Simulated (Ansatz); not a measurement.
**Molecular dynamics of AlGeH$_{3}$OF$_{4}$ (part 1 of 5)**

The run: molecular dynamics of AlGeH$_{3}$OF$_{4}$. Method and program: RKS PBE-D4/def2-SVP (Ansatz 0.2.0).

It belongs to a series of runs on one base structure; here: dynamics from the highest image of the converged band. Figures and captions count atoms from 1; the log counts them from 0 in places.

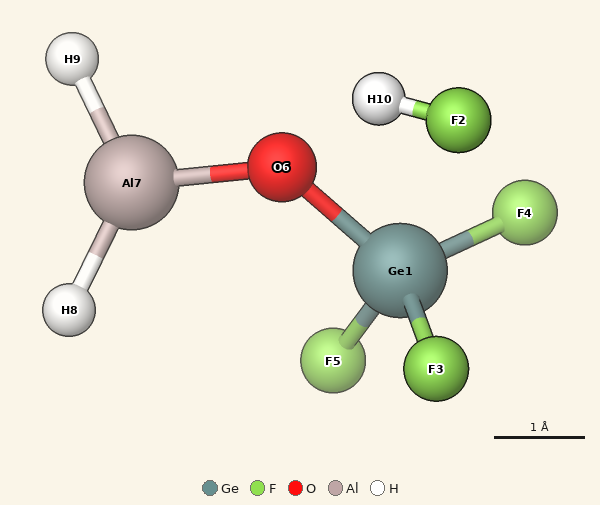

The structure as given in the input (ball-and-stick view, seen at a tilt; atoms are numbered from 1 in the order of the input). Sticks mark near contacts. Bond lengths as drawn: Al–H 1.59 Å, Al–O 1.77 Å, F–Ge 1.72 to 1.75 Å, F–H 0.96 Å and Ge–O 1.77 Å.

### Summary

```csv
quantity,value
outcome,finished
mean temperature over the second half,142 K
trajectory,"200 steps, 100 fs"
ensemble,nve
temperature in the input,300.0 K
time step,0.5 fs
potential energy (last step),−76039.1006 eV
mean-field energy (last step),−76038.8722 eV
largest force (length of the vector) (last step),1.742 eV/Å
hardware,"4 threads of Arm Neoverse V1, 24 GiB of memory available, shared host"
wall time,6.3 min (CPU time 24 min)
peak memory,0.22 GiB
```

So short a trajectory is not equilibrated.

### Input
```yaml
crystal:
  periodic: [false, false, false]
  atoms:
    - { symbol: Ge, position_ang: [-0.337353, -0.050035, -0.231779] }
    - { symbol: F, position_ang: [-0.240145, 0.717681, 2.092232] }
    - { symbol: F, position_ang: [0.981419, -1.038366, 0.275314] }
    - { symbol: F, position_ang: [0.121295, 1.589026, -0.508545] }
    - { symbol: F, position_ang: [-0.741687, -0.639357, -1.829185] }
    - { symbol: O, position_ang: [-1.889309, -0.290181, 0.594544] }
    - { symbol: Al, position_ang: [-3.255495, -1.230306, -0.022526] }
    - { symbol: H, position_ang: [-2.965576, -2.632266, -0.70549] }
    - { symbol: H, position_ang: [-4.667075, -0.588039, 0.319178] }
    - { symbol: H, position_ang: [-1.144575, 0.423644, 1.948957] }
basis:
  gaussian: { orbitals: def2-SVP }
hamiltonian:
  xc: pbe
  dispersion: d4
md:
  timestep: 0.5
  n_steps: 200
  ensemble: nve
  temperature: 300.0
  initial_velocities: maxwell_boltzmann
  seed: 6297
```

Run as:
```bash
ansatz run input.yaml --threads 4 --pin off --max-ram 5120MiB --backend cpu --events-out ev --progress --plain --runs-dir out
```

### What the program printed
```
Engine: ansatz 0.2.0, aarch64-unknown-linux-gnu
Functional definition: PBE
  parameter kappa = 0.804
  parameter beta = 0.06672455060314922
  exchange = pbe_x(kappa = kappa, mu = beta*pi^2/3)
  correlation = pbe_c(beta = beta)
1453 factors; their error is unknown
mean field evaluation 1: about -76027.9128 eV, gradient 8.3e1 eV
mean field evaluation 2: about -75980.1375 eV, gradient 1.8e2 eV
mean field evaluation 4: about -76038.9161 eV, gradient 1.2e1 eV
mean field evaluation 8: about -76039.1427 eV, gradient 2.3e-1 eV
mean field evaluation 16: about -76039.0510 eV, gradient 5.8e-4 eV
mean field -76039.05101946 eV, -2794.3835838453 hartree, gradient 3.7e-5 eV, S^2 0.000000; 0 other end points of the search recorded, 0 dependent functions left out
the calculation of the forces begins
reference -76039.05106278 eV, -2794.3835854372 hartree; 46, 46 occupied and 89, 89 virtual orbitals, 1453 factors
md step     0: t =     0.00 fs  T =   300.0 K  F+E_penalty+E_count = -76039.27804812 eV  E_kin = 0.310224 eV  conserved = -76038.96782412 eV  (29 SCF iters)
these checks for a lower state are left out or cut short: starts, cluster_reference, orbital_swaps, neighbouring_geometries, increment
1453 factors; their error is unknown
mean field -76039.04598401 eV, -2794.3833987958 hartree, gradient 1.6e-5 eV, S^2 0.000000; 0 other end points of the search recorded, 0 dependent functions left out
the calculation of the forces begins
reference -76039.04602738 eV, -2794.3834003896 hartree; 46, 46 occupied and 89, 89 virtual orbitals, 1453 factors
md step     1: t =     0.50 fs  T =   295.1 K  F+E_penalty+E_count = -76039.27290017 eV  E_kin = 0.305138 eV  conserved = -76038.96776175 eV  (30 SCF iters)
[... from here on the SCF iterations and repeated set-up lines of each step are left out, up to the last step ...]
md step     2: t =     1.00 fs  T =   281.8 K  F+E_penalty+E_count = -76039.25887758 eV  E_kin = 0.291419 eV  conserved = -76038.96745828 eV  (30 SCF iters)
md step     3: t =     1.50 fs  T =   264.8 K  F+E_penalty+E_count = -76039.24082680 eV  E_kin = 0.273801 eV  conserved = -76038.96702589 eV  (30 SCF iters)
md step     4: t =     2.00 fs  T =   250.2 K  F+E_penalty+E_count = -76039.22538578 eV  E_kin = 0.258676 eV  conserved = -76038.96670959 eV  (30 SCF iters)
md step     5: t =     2.50 fs  T =   242.4 K  F+E_penalty+E_count = -76039.21732719 eV  E_kin = 0.250612 eV  conserved = -76038.96671540 eV  (30 SCF iters)
md step     6: t =     3.00 fs  T =   241.3 K  F+E_penalty+E_count = -76039.21656757 eV  E_kin = 0.249541 eV  conserved = -76038.96702612 eV  (30 SCF iters)
md step     7: t =     3.50 fs  T =   242.7 K  F+E_penalty+E_count = -76039.21842801 eV  E_kin = 0.251013 eV  conserved = -76038.96741526 eV  (31 SCF iters)
md step     8: t =     4.00 fs  T =   241.1 K  F+E_penalty+E_count = -76039.21694615 eV  E_kin = 0.249302 eV  conserved = -76038.96764407 eV  (30 SCF iters)
md step     9: t =     4.50 fs  T =   232.9 K  F+E_penalty+E_count = -76039.20846417 eV  E_kin = 0.240843 eV  conserved = -76038.96762079 eV  (31 SCF iters)
md step    10: t =     5.00 fs  T =   218.3 K  F+E_penalty+E_count = -76039.19313887 eV  E_kin = 0.225736 eV  conserved = -76038.96740239 eV  (31 SCF iters)
md step    11: t =     5.50 fs  T =   200.3 K  F+E_penalty+E_count = -76039.17420379 eV  E_kin = 0.207095 eV  conserved = -76038.96710916 eV  (30 SCF iters)
md step    12: t =     6.00 fs  T =   183.1 K  F+E_penalty+E_count = -76039.15616745 eV  E_kin = 0.189316 eV  conserved = -76038.96685161 eV  (31 SCF iters)
md step    13: t =     6.50 fs  T =   170.5 K  F+E_penalty+E_count = -76039.14306201 eV  E_kin = 0.176359 eV  conserved = -76038.96670314 eV  (31 SCF iters)
md step    14: t =     7.00 fs  T =   164.9 K  F+E_penalty+E_count = -76039.13723070 eV  E_kin = 0.170530 eV  conserved = -76038.96670107 eV  (32 SCF iters)
md step    15: t =     7.50 fs  T =   166.2 K  F+E_penalty+E_count = -76039.13869949 eV  E_kin = 0.171847 eV  conserved = -76038.96685236 eV  (32 SCF iters)
md step    16: t =     8.00 fs  T =   172.1 K  F+E_penalty+E_count = -76039.14507121 eV  E_kin = 0.177938 eV  conserved = -76038.96713275 eV  (32 SCF iters)
md step    17: t =     8.50 fs  T =   178.4 K  F+E_penalty+E_count = -76039.15197032 eV  E_kin = 0.184496 eV  conserved = -76038.96747476 eV  (32 SCF iters)
md step    18: t =     9.00 fs  T =   180.3 K  F+E_penalty+E_count = -76039.15419143 eV  E_kin = 0.186433 eV  conserved = -76038.96775798 eV  (30 SCF iters)
md step    19: t =     9.50 fs  T =   173.9 K  F+E_penalty+E_count = -76039.14763728 eV  E_kin = 0.179809 eV  conserved = -76038.96782854 eV  (31 SCF iters)
md step    20: t =    10.00 fs  T =   158.7 K  F+E_penalty+E_count = -76039.13165241 eV  E_kin = 0.164072 eV  conserved = -76038.96757994 eV  (30 SCF iters)
md step    21: t =    10.50 fs  T =   138.7 K  F+E_penalty+E_count = -76039.11047111 eV  E_kin = 0.143393 eV  conserved = -76038.96707769 eV  (32 SCF iters)
md step    22: t =    11.00 fs  T =   121.3 K  F+E_penalty+E_count = -76039.09200427 eV  E_kin = 0.125401 eV  conserved = -76038.96660335 eV  (32 SCF iters)
md step    23: t =    11.50 fs  T =   113.2 K  F+E_penalty+E_count = -76039.08353080 eV  E_kin = 0.117052 eV  conserved = -76038.96647911 eV  (24 SCF iters)
md step    24: t =    12.00 fs  T =   116.2 K  F+E_penalty+E_count = -76039.08695585 eV  E_kin = 0.120174 eV  conserved = -76038.96678145 eV  (32 SCF iters)
md step    25: t =    12.50 fs  T =   126.1 K  F+E_penalty+E_count = -76039.09770156 eV  E_kin = 0.130434 eV  conserved = -76038.96726804 eV  (31 SCF iters)
md step    26: t =    13.00 fs  T =   136.0 K  F+E_penalty+E_count = -76039.10823261 eV  E_kin = 0.140619 eV  conserved = -76038.96761394 eV  (31 SCF iters)
md step    27: t =    13.50 fs  T =   140.5 K  F+E_penalty+E_count = -76039.11292085 eV  E_kin = 0.145257 eV  conserved = -76038.96766380 eV  (31 SCF iters)
md step    28: t =    14.00 fs  T =   138.4 K  F+E_penalty+E_count = -76039.11057283 eV  E_kin = 0.143105 eV  conserved = -76038.96746744 eV  (31 SCF iters)
md step    29: t =    14.50 fs  T =   132.2 K  F+E_penalty+E_count = -76039.10388374 eV  E_kin = 0.136715 eV  conserved = -76038.96716882 eV  (31 SCF iters)
md step    30: t =    15.00 fs  T =   126.1 K  F+E_penalty+E_count = -76039.09732112 eV  E_kin = 0.130420 eV  conserved = -76038.96690068 eV  (32 SCF iters)
md step    31: t =    15.50 fs  T =   124.1 K  F+E_penalty+E_count = -76039.09503201 eV  E_kin = 0.128287 eV  conserved = -76038.96674453 eV  (32 SCF iters)
md step    32: t =    16.00 fs  T =   128.4 K  F+E_penalty+E_count = -76039.09947827 eV  E_kin = 0.132745 eV  conserved = -76038.96673358 eV  (31 SCF iters)
md step    33: t =    16.50 fs  T =   139.2 K  F+E_penalty+E_count = -76039.11083082 eV  E_kin = 0.143963 eV  conserved = -76038.96686829 eV  (32 SCF iters)
md step    34: t =    17.00 fs  T =   154.6 K  F+E_penalty+E_count = -76039.12694434 eV  E_kin = 0.159824 eV  conserved = -76038.96712049 eV  (32 SCF iters)
md step    35: t =    17.50 fs  T =   170.6 K  F+E_penalty+E_count = -76039.14383280 eV  E_kin = 0.176404 eV  conserved = -76038.96742896 eV  (31 SCF iters)
md step    36: t =    18.00 fs  T =   182.8 K  F+E_penalty+E_count = -76039.15669807 eV  E_kin = 0.189006 eV  conserved = -76038.96769234 eV  (32 SCF iters)
md step    37: t =    18.50 fs  T =   187.4 K  F+E_penalty+E_count = -76039.16156506 eV  E_kin = 0.193782 eV  conserved = -76038.96778293 eV  (31 SCF iters)
md step    38: t =    19.00 fs  T =   183.4 K  F+E_penalty+E_count = -76039.15724241 eV  E_kin = 0.189637 eV  conserved = -76038.96760508 eV  (30 SCF iters)
md step    39: t =    19.50 fs  T =   173.6 K  F+E_penalty+E_count = -76039.14666777 eV  E_kin = 0.179475 eV  conserved = -76038.96719241 eV  (30 SCF iters)
md step    40: t =    20.00 fs  T =   163.9 K  F+E_penalty+E_count = -76039.13623968 eV  E_kin = 0.169482 eV  conserved = -76038.96675719 eV  (31 SCF iters)
md step    41: t =    20.50 fs  T =   160.5 K  F+E_penalty+E_count = -76039.13256500 eV  E_kin = 0.165987 eV  conserved = -76038.96657810 eV  (31 SCF iters)
md step    42: t =    21.00 fs  T =   165.9 K  F+E_penalty+E_count = -76039.13835547 eV  E_kin = 0.171584 eV  conserved = -76038.96677182 eV  (31 SCF iters)
md step    43: t =    21.50 fs  T =   177.5 K  F+E_penalty+E_count = -76039.15072759 eV  E_kin = 0.183540 eV  conserved = -76038.96718712 eV  (31 SCF iters)
md step    44: t =    22.00 fs  T =   189.4 K  F+E_penalty+E_count = -76039.16338011 eV  E_kin = 0.195829 eV  conserved = -76038.96755074 eV  (31 SCF iters)
md step    45: t =    22.50 fs  T =   196.2 K  F+E_penalty+E_count = -76039.17062230 eV  E_kin = 0.202936 eV  conserved = -76038.96768655 eV  (30 SCF iters)
md step    46: t =    23.00 fs  T =   195.8 K  F+E_penalty+E_count = -76039.17010836 eV  E_kin = 0.202517 eV  conserved = -76038.96759169 eV  (31 SCF iters)
md step    47: t =    23.50 fs  T =   189.2 K  F+E_penalty+E_count = -76039.16304792 eV  E_kin = 0.195680 eV  conserved = -76038.96736779 eV  (30 SCF iters)
md step    48: t =    24.00 fs  T =   179.5 K  F+E_penalty+E_count = -76039.15276550 eV  E_kin = 0.185638 eV  conserved = -76038.96712774 eV  (31 SCF iters)
md step    49: t =    24.50 fs  T =   170.2 K  F+E_penalty+E_count = -76039.14297121 eV  E_kin = 0.176023 eV  conserved = -76038.96694833 eV  (30 SCF iters)
md step    50: t =    25.00 fs  T =   164.1 K  F+E_penalty+E_count = -76039.13651441 eV  E_kin = 0.169650 eV  conserved = -76038.96686460 eV  (32 SCF iters)
md step    51: t =    25.50 fs  T =   162.3 K  F+E_penalty+E_count = -76039.13475823 eV  E_kin = 0.167874 eV  conserved = -76038.96688449 eV  (31 SCF iters)
md step    52: t =    26.00 fs  T =   164.8 K  F+E_penalty+E_count = -76039.13741133 eV  E_kin = 0.170412 eV  conserved = -76038.96699949 eV  (32 SCF iters)
md step    53: t =    26.50 fs  T =   169.7 K  F+E_penalty+E_count = -76039.14265250 eV  E_kin = 0.175463 eV  conserved = -76038.96718906 eV  (30 SCF iters)
md step    54: t =    27.00 fs  T =   174.1 K  F+E_penalty+E_count = -76039.14748504 eV  E_kin = 0.180068 eV  conserved = -76038.96741685 eV  (31 SCF iters)
md step    55: t =    27.50 fs  T =   174.8 K  F+E_penalty+E_count = -76039.14837141 eV  E_kin = 0.180751 eV  conserved = -76038.96762017 eV  (30 SCF iters)
md step    56: t =    28.00 fs  T =   168.8 K  F+E_penalty+E_count = -76039.14225043 eV  E_kin = 0.174535 eV  conserved = -76038.96771504 eV  (31 SCF iters)
md step    57: t =    28.50 fs  T =   155.0 K  F+E_penalty+E_count = -76039.12786755 eV  E_kin = 0.160250 eV  conserved = -76038.96761790 eV  (31 SCF iters)
md step    58: t =    29.00 fs  T =   135.1 K  F+E_penalty+E_count = -76039.10698974 eV  E_kin = 0.139681 eV  conserved = -76038.96730909 eV  (29 SCF iters)
md step    59: t =    29.50 fs  T =   113.8 K  F+E_penalty+E_count = -76039.08458278 eV  E_kin = 0.117690 eV  conserved = -76038.96689290 eV  (31 SCF iters)
md step    60: t =    30.00 fs  T =    97.2 K  F+E_penalty+E_count = -76039.06712150 eV  E_kin = 0.100540 eV  conserved = -76038.96658104 eV  (32 SCF iters)
md step    61: t =    30.50 fs  T =    89.8 K  F+E_penalty+E_count = -76039.05939201 eV  E_kin = 0.092837 eV  conserved = -76038.96655540 eV  (31 SCF iters)
md step    62: t =    31.00 fs  T =    91.9 K  F+E_penalty+E_count = -76039.06180564 eV  E_kin = 0.094988 eV  conserved = -76038.96681812 eV  (32 SCF iters)
md step    63: t =    31.50 fs  T =    99.8 K  F+E_penalty+E_count = -76039.07035374 eV  E_kin = 0.103161 eV  conserved = -76038.96719242 eV  (32 SCF iters)
md step    64: t =    32.00 fs  T =   108.0 K  F+E_penalty+E_count = -76039.07920077 eV  E_kin = 0.111729 eV  conserved = -76038.96747204 eV  (31 SCF iters)
md step    65: t =    32.50 fs  T =   112.4 K  F+E_penalty+E_count = -76039.08379724 eV  E_kin = 0.116241 eV  conserved = -76038.96755661 eV  (31 SCF iters)
md step    66: t =    33.00 fs  T =   111.3 K  F+E_penalty+E_count = -76039.08251648 eV  E_kin = 0.115049 eV  conserved = -76038.96746699 eV  (31 SCF iters)
md step    67: t =    33.50 fs  T =   105.6 K  F+E_penalty+E_count = -76039.07647378 eV  E_kin = 0.109191 eV  conserved = -76038.96728296 eV  (31 SCF iters)
md step    68: t =    34.00 fs  T =    97.9 K  F+E_penalty+E_count = -76039.06836778 eV  E_kin = 0.101283 eV  conserved = -76038.96708490 eV  (32 SCF iters)
md step    69: t =    34.50 fs  T =    91.2 K  F+E_penalty+E_count = -76039.06123599 eV  E_kin = 0.094309 eV  conserved = -76038.96692650 eV  (32 SCF iters)
md step    70: t =    35.00 fs  T =    87.7 K  F+E_penalty+E_count = -76039.05755818 eV  E_kin = 0.090720 eV  conserved = -76038.96683774 eV  (31 SCF iters)
md step    71: t =    35.50 fs  T =    88.9 K  F+E_penalty+E_count = -76039.05873384 eV  E_kin = 0.091901 eV  conserved = -76038.96683254 eV  (32 SCF iters)
md step    72: t =    36.00 fs  T =    94.7 K  F+E_penalty+E_count = -76039.06483123 eV  E_kin = 0.097917 eV  conserved = -76038.96691458 eV  (32 SCF iters)
md step    73: t =    36.50 fs  T =   103.9 K  F+E_penalty+E_count = -76039.07453287 eV  E_kin = 0.107458 eV  conserved = -76038.96707523 eV  (30 SCF iters)
md step    74: t =    37.00 fs  T =   114.1 K  F+E_penalty+E_count = -76039.08531119 eV  E_kin = 0.118027 eV  conserved = -76038.96728378 eV  (31 SCF iters)
md step    75: t =    37.50 fs  T =   122.3 K  F+E_penalty+E_count = -76039.09396577 eV  E_kin = 0.126489 eV  conserved = -76038.96747719 eV  (31 SCF iters)
md step    76: t =    38.00 fs  T =   125.8 K  F+E_penalty+E_count = -76039.09764860 eV  E_kin = 0.130085 eV  conserved = -76038.96756323 eV  (31 SCF iters)
md step    77: t =    38.50 fs  T =   123.6 K  F+E_penalty+E_count = -76039.09527684 eV  E_kin = 0.127819 eV  conserved = -76038.96745751 eV  (30 SCF iters)
md step    78: t =    39.00 fs  T =   117.6 K  F+E_penalty+E_count = -76039.08873018 eV  E_kin = 0.121573 eV  conserved = -76038.96715701 eV  (31 SCF iters)
md step    79: t =    39.50 fs  T =   112.1 K  F+E_penalty+E_count = -76039.08275457 eV  E_kin = 0.115956 eV  conserved = -76038.96679847 eV  (30 SCF iters)
md step    80: t =    40.00 fs  T =   112.4 K  F+E_penalty+E_count = -76039.08281856 eV  E_kin = 0.116210 eV  conserved = -76038.96660810 eV  (30 SCF iters)
md step    81: t =    40.50 fs  T =   120.9 K  F+E_penalty+E_count = -76039.09176090 eV  E_kin = 0.125029 eV  conserved = -76038.96673209 eV  (31 SCF iters)
md step    82: t =    41.00 fs  T =   135.9 K  F+E_penalty+E_count = -76039.10768348 eV  E_kin = 0.140582 eV  conserved = -76038.96710190 eV  (31 SCF iters)
md step    83: t =    41.50 fs  T =   152.3 K  F+E_penalty+E_count = -76039.12496197 eV  E_kin = 0.157468 eV  conserved = -76038.96749367 eV  (30 SCF iters)
md step    84: t =    42.00 fs  T =   164.2 K  F+E_penalty+E_count = -76039.13754937 eV  E_kin = 0.169841 eV  conserved = -76038.96770883 eV  (31 SCF iters)
md step    85: t =    42.50 fs  T =   168.6 K  F+E_penalty+E_count = -76039.14199118 eV  E_kin = 0.174302 eV  conserved = -76038.96768931 eV  (31 SCF iters)
md step    86: t =    43.00 fs  T =   165.3 K  F+E_penalty+E_count = -76039.13842431 eV  E_kin = 0.170927 eV  conserved = -76038.96749741 eV  (31 SCF iters)
md step    87: t =    43.50 fs  T =   157.1 K  F+E_penalty+E_count = -76039.12972940 eV  E_kin = 0.162491 eV  conserved = -76038.96723884 eV  (31 SCF iters)
md step    88: t =    44.00 fs  T =   147.9 K  F+E_penalty+E_count = -76039.11992708 eV  E_kin = 0.152921 eV  conserved = -76038.96700588 eV  (31 SCF iters)
md step    89: t =    44.50 fs  T =   141.0 K  F+E_penalty+E_count = -76039.11270095 eV  E_kin = 0.145841 eV  conserved = -76038.96685949 eV  (31 SCF iters)
md step    90: t =    45.00 fs  T =   138.8 K  F+E_penalty+E_count = -76039.11038278 eV  E_kin = 0.143551 eV  conserved = -76038.96683213 eV  (32 SCF iters)
md step    91: t =    45.50 fs  T =   141.6 K  F+E_penalty+E_count = -76039.11340090 eV  E_kin = 0.146467 eV  conserved = -76038.96693383 eV  (32 SCF iters)
md step    92: t =    46.00 fs  T =   147.9 K  F+E_penalty+E_count = -76039.12013242 eV  E_kin = 0.152984 eV  conserved = -76038.96714883 eV  (31 SCF iters)
md step    93: t =    46.50 fs  T =   154.5 K  F+E_penalty+E_count = -76039.12721175 eV  E_kin = 0.159789 eV  conserved = -76038.96742294 eV  (31 SCF iters)
md step    94: t =    47.00 fs  T =   157.4 K  F+E_penalty+E_count = -76039.13046529 eV  E_kin = 0.162812 eV  conserved = -76038.96765285 eV  (31 SCF iters)
md step    95: t =    47.50 fs  T =   153.6 K  F+E_penalty+E_count = -76039.12658188 eV  E_kin = 0.158881 eV  conserved = -76038.96770116 eV  (31 SCF iters)
md step    96: t =    48.00 fs  T =   142.8 K  F+E_penalty+E_count = -76039.11518841 eV  E_kin = 0.147717 eV  conserved = -76038.96747167 eV  (30 SCF iters)
md step    97: t =    48.50 fs  T =   128.7 K  F+E_penalty+E_count = -76039.10016023 eV  E_kin = 0.133137 eV  conserved = -76038.96702339 eV  (30 SCF iters)
md step    98: t =    49.00 fs  T =   117.9 K  F+E_penalty+E_count = -76039.08852774 eV  E_kin = 0.121914 eV  conserved = -76038.96661336 eV  (31 SCF iters)
md step    99: t =    49.50 fs  T =   116.0 K  F+E_penalty+E_count = -76039.08654024 eV  E_kin = 0.120001 eV  conserved = -76038.96653946 eV  (32 SCF iters)
md step   100: t =    50.00 fs  T =   124.2 K  F+E_penalty+E_count = -76039.09529375 eV  E_kin = 0.128421 eV  conserved = -76038.96687229 eV  (32 SCF iters)
md step   101: t =    50.50 fs  T =   137.6 K  F+E_penalty+E_count = -76039.10971364 eV  E_kin = 0.142334 eV  conserved = -76038.96737971 eV  (31 SCF iters)
md step   102: t =    51.00 fs  T =   149.1 K  F+E_penalty+E_count = -76039.12193123 eV  E_kin = 0.154186 eV  conserved = -76038.96774545 eV  (32 SCF iters)
md step   103: t =    51.50 fs  T =   153.0 K  F+E_penalty+E_count = -76039.12603343 eV  E_kin = 0.158226 eV  conserved = -76038.96780787 eV  (32 SCF iters)
md step   104: t =    52.00 fs  T =   148.0 K  F+E_penalty+E_count = -76039.12066370 eV  E_kin = 0.153058 eV  conserved = -76038.96760610 eV  (32 SCF iters)
md step   105: t =    52.50 fs  T =   136.7 K  F+E_penalty+E_count = -76039.10861988 eV  E_kin = 0.141340 eV  conserved = -76038.96728006 eV  (31 SCF iters)
md step   106: t =    53.00 fs  T =   123.6 K  F+E_penalty+E_count = -76039.09480005 eV  E_kin = 0.127833 eV  conserved = -76038.96696726 eV  (32 SCF iters)
md step   107: t =    53.50 fs  T =   113.4 K  F+E_penalty+E_count = -76039.08404389 eV  E_kin = 0.117285 eV  conserved = -76038.96675932 eV  (32 SCF iters)
md step   108: t =    54.00 fs  T =   109.2 K  F+E_penalty+E_count = -76039.07961618 eV  E_kin = 0.112915 eV  conserved = -76038.96670158 eV  (32 SCF iters)
```
